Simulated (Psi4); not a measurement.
**SnH2F (SMILES [F][SnH2]): UBLYP/def2-TZVPP (core potential)**

What is the vertical ionisation energy of SnH2F at UBLYP/def2-TZVPP (core potential)? 

Program for the calculation: Psi4 1.11.

## Step 1: The molecule

The species is SnH2F (4 atoms), meant as a doublet with charge 0. SMILES: `[F][SnH2]`. The shape is that of a PBE0-D4/def2-TZVP optimisation.

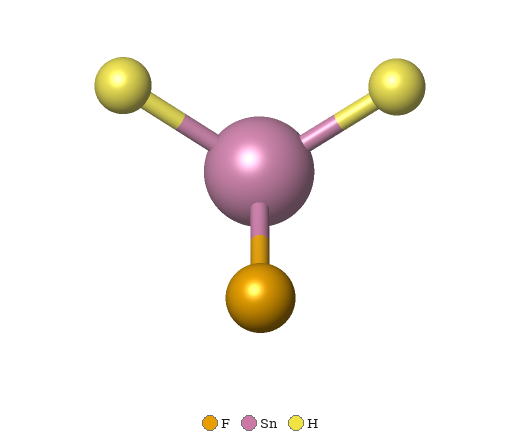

Viewed from a chosen angle; fluorine amber, tin pink, hydrogen yellow.

## Step 2: Energy and forces at UBLYP/def2-TZVPP (core potential)

Input file run_ase.py:

```python
import numpy as np
from ase.calculators.psi4 import Psi4
from ase import Atoms

a = Atoms(['F', 'Sn', 'H', 'H'], positions=[
    [-1.552600, -0.190000, 0.640700],
    [0.028300, -0.242200, -0.468300],
    [1.184100, -1.054400, 0.524100],
    [0.395700, 1.426200, -0.716700],
])
calc = Psi4(atoms=a, method='blyp', basis='def2-TZVPP', memory='2200MB', num_threads=1, charge=0, multiplicity=2, label='calc', reference='uks')
calc.psi4.set_options({'puream': True, 'e_convergence': 1e-09, 'd_convergence': 1e-08, 'scf_type': 'pk', 'dft_radial_points': 99, 'dft_spherical_points': 590, 'maxiter': 100})
a.calc = calc

forces = a.get_forces()
print(f'energy: {a.get_potential_energy():.6f} eV')
print('forces / eV A^-1')
print(np.round(forces, 5))
```

The run is started by

```
$ python run_ase.py
```

calc.dat, cut to the lines that bear on the results:

```text
[...]
    !!!  WARNING: ECP capability is in beta. Please check occupations closely.  !!!
[...]
  Running in c1 symmetry.
[...]
  Nuclear repulsion =   71.224961374238049
[...]
  Multiplicity = 2
[...]
  Nalpha       = 17
  Nbeta        = 16
[...]
    Number of basis functions: 109
[...]
 WARNING: Atomic UHF is not converging! Try casting from a smaller basis or call Rob at CCMST.
   -------------------------
[...]
   @UKS iter   1:  -315.09348135128403   -1.05710e+00   6.88518e-03 DIIS/ADIIS
[...]
   @UKS iter  13:  -315.31319732242275   -1.17097e-11   7.96721e-09 DIIS
[...]
   @S^2 Observed:                7.514506388E-01
[...]
    Orbital Energies [Eh]
    ---------------------
    Alpha Occupied:
       1A    -24.233549     2A     -4.914809     3A     -3.295634
       4A     -3.293537     5A     -3.290422     6A     -1.033667
       7A     -0.956161     8A     -0.955993     9A     -0.953121
      10A     -0.951950    11A     -0.933787    12A     -0.470895
      13A     -0.345548    14A     -0.335913    15A     -0.323462
      16A     -0.291792    17A     -0.200240
    Alpha Virtual:
      18A     -0.058110    19A     -0.015828    20A      0.009142
      21A      0.070120    22A      0.075905    23A      0.103302
      24A      0.131051    25A      0.160024    26A      0.160040
[...]
  @UKS Final Energy:  -315.31319732242275
   => Energetics <=
    Nuclear Repulsion Energy =             71.2249613742380490
    One-Electron Energy =                -659.1274505164453785
    Two-Electron Energy =                 301.7779539656808083
    DFT Exchange-Correlation Energy =     -29.1886621458962807
    Empirical Dispersion Energy =           0.0000000000000000
    VV10 Nonlocal Energy =                  0.0000000000000000
    Total Energy =                       -315.3131973224227522
[...]
 Multipole Moments:
 ------------------------------------------------------------------------------------
     Multipole            Electronic (a.u.)      Nuclear  (a.u.)        Total (a.u.)
 ------------------------------------------------------------------------------------
 L = 1.  Multiply by 2.5417464519 to convert [e a0] to [Debye]
 Dipole X            :         12.1399395          -11.3966557            0.7432838
 Dipole Y            :         -1.7691880            1.6850364           -0.0841516
 Dipole Z            :        -11.2522230           10.6115281           -0.6406950
 Magnitude           :                                                    0.9849073
[...]
  -Total Gradient:
     Atom            X                  Y                   Z
    ------   -----------------  -----------------  -----------------
       1        0.014297472820    -0.000675919452    -0.010434074426
       2       -0.008271134993     0.004494903897     0.014217547793
       3       -0.004528728084     0.002872366744    -0.004280886095
       4       -0.001494134013    -0.006690305424     0.000497297460
[...]
```

Standard output:

```text
energy: -8580.109131 eV
forces / eV A^-1
[[-0.73521  0.03476  0.53654]
 [ 0.42532 -0.23114 -0.7311 ]
 [ 0.23288 -0.1477   0.22013]
 [ 0.07683  0.34403 -0.02557]]
```

Wall time 28 s (1 thread of Intel Xeon Platinum 8375C at 2.90GHz (Ice Lake), shared host); peak memory 0.79 GiB.

## Step 3: The singlet cation: the energy at BLYP/def2-TZVPP (core potential)

Input file fh2sn.xyz:

```xyz
4
FH2Sn
F     -1.552600    -0.190000     0.640700
Sn     0.028300    -0.242200    -0.468300
H      1.184100    -1.054400     0.524100
H      0.395700     1.426200    -0.716700
```

Input file job.py:

```python
import psi4

psi4.set_memory(2200000000)
psi4.set_num_threads(1)
psi4.set_output_file('output.dat', False)

with open('fh2sn.xyz') as f:
    atoms = ''.join(f.readlines()[2:])
geom = psi4.geometry('1 1\n' + atoms + 'symmetry c1')

psi4.set_options({
    'puream': True,
    'e_convergence': 1e-09,
    'd_convergence': 1e-08,
    'scf_type': 'pk',
    'dft_radial_points': 99,
    'dft_spherical_points': 590,
})

energy_value, wavefunction = psi4.energy("blyp/def2-TZVPP", molecule=geom, return_wfn=True)
psi4.oeprop(wavefunction, "MULLIKEN_CHARGES", "MAYER_INDICES", "WIBERG_LOWDIN_INDICES")
print(f'total energy {energy_value:.8f} hartree = {energy_value * 27.211386:.5f} eV')
```

The run is started by

```
$ python job.py
```

output.dat, cut to the lines that bear on the results:

```text
[...]
  Running in c1 symmetry.
[...]
  Nuclear repulsion =   71.224961374238049
[...]
  Multiplicity = 1
[...]
  Nalpha       = 16
  Nbeta        = 16
[...]
    Number of basis functions: 109
[...]
   @RKS iter   1:  -314.85290887658419   -8.16525e-01   5.92410e-03 DIIS/ADIIS
[...]
   @RKS iter  13:  -314.99034462753724   -6.25278e-13   2.28982e-09 DIIS
[...]
    Orbital Energies [Eh]
    ---------------------
    Doubly Occupied:
       1A    -24.488929     2A     -5.207798     3A     -3.593908
       4A     -3.583575     5A     -3.580389     6A     -1.291817
       7A     -1.249886     8A     -1.248741     9A     -1.244963
      10A     -1.238730    11A     -1.207097    12A     -0.728039
      13A     -0.588572    14A     -0.577930    15A     -0.563121
      16A     -0.532991
[...]
  @RKS Final Energy:  -314.99034462753724
   => Energetics <=
    Nuclear Repulsion Energy =             71.2249613742380490
    One-Electron Energy =                -650.1293592382510269
    Two-Electron Energy =                 292.8046223267012920
    DFT Exchange-Correlation Energy =     -28.8905690902256005
    Empirical Dispersion Energy =           0.0000000000000000
    VV10 Nonlocal Energy =                  0.0000000000000000
    Total Energy =                       -314.9903446275372403
[...]
 Multipole Moments:
 ------------------------------------------------------------------------------------
     Multipole            Electronic (a.u.)      Nuclear  (a.u.)        Total (a.u.)
 ------------------------------------------------------------------------------------
 L = 1.  Multiply by 2.5417464519 to convert [e a0] to [Debye]
 Dipole X            :         12.5002340          -11.3966557            1.1035783
 Dipole Y            :         -1.8150029            1.6850364           -0.1299665
 Dipole Z            :        -11.5727020           10.6115281           -0.9611739
 Magnitude           :                                                    1.4692283
[...]
  Mulliken Charges: (a.u.)
   Center  Symbol    Alpha    Beta     Spin     Total
       1     F     4.65133  4.65133  0.00000 -0.30266
       2    SN    10.41911 10.41911  0.00000  1.16178
       3     H     0.46478  0.46478  0.00000  0.07044
       4     H     0.46478  0.46478  0.00000  0.07044
   Total alpha = 16.00000, Total beta = 16.00000, Total charge =  1.00000
  Mayer Bond Indices:
[...]
```

Standard output:

```text
total energy -314.99034463 hartree = -8571.32385 eV
```

It took 12 s on 1 thread of Intel Xeon Platinum 8375C at 2.90GHz (Ice Lake), shared host; peak memory 0.76 GiB.

## Step 4: What came out

At UBLYP/def2-TZVPP (core potential):

| quantity | value |
| --- | --- |
| doublet SnH2F: total energy | -315.31320 Eh |
| doublet SnH2F: dipole moment | 2.50 D |
| doublet SnH2F: HOMO energy (highest over α and β) | -5.45 eV |
| doublet SnH2F: LUMO energy (lowest over α and β) | -4.54 eV |
| doublet SnH2F: ⟨S²⟩ | 0.751 |
| doublet SnH2F: largest force on an atom | 0.911 eV/Å |
| singlet cation: total energy | -314.99034 Eh |
| singlet cation: HOMO energy | -14.50 eV |
| singlet cation: LUMO energy | -12.13 eV |
| singlet cation: HOMO–LUMO gap | 2.37 eV |
| vertical ionisation energy (to the singlet cation) | 8.785 eV |

Removing an electron at fixed nuclei costs 8.79 eV (203 kcal/mol). The largest force (doublet SnH2F) is 0.91 eV/Å: the shape isn't a stationary point for this species at this level. Only the singlet of the ionised species was computed; a triplet could lie lower. Mulliken charges (singlet cation) run from -0.30 on F1 to +1.16 on Sn2.
